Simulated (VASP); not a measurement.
Band structure of NdPt (space group Cmcm). All values below come from PBEsol GGA, VASP's PBE PAW potentials (set 64) (plane waves; VASP 6.6.1).

Unless said otherwise, spin-orbit coupling is left out, though it shifts the bands of the heavy elements here.

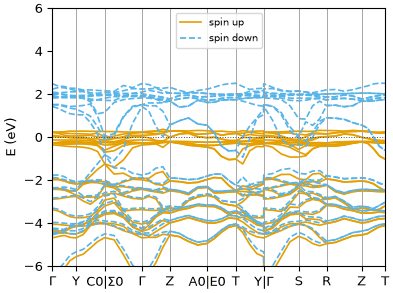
Figure. Bands along high-symmetry lines, zero at the valence-band maximum or, without a gap, the Fermi level

### Question
Read the plot: is there a gap, and where are the band edges?

### Answer
It has no gap at this level: it comes out as a metal or semimetal.

The structure comes from a measured NdPt entry of the Crystallography Open Database, whose conditions weren't checked. The cell was not relaxed at this level. The k-mesh is coarse (spacing up to 0.35 per Å, 2π included), so the numbers may not be converged in it. VASP warned that the highest band is occupied, so more bands are needed.
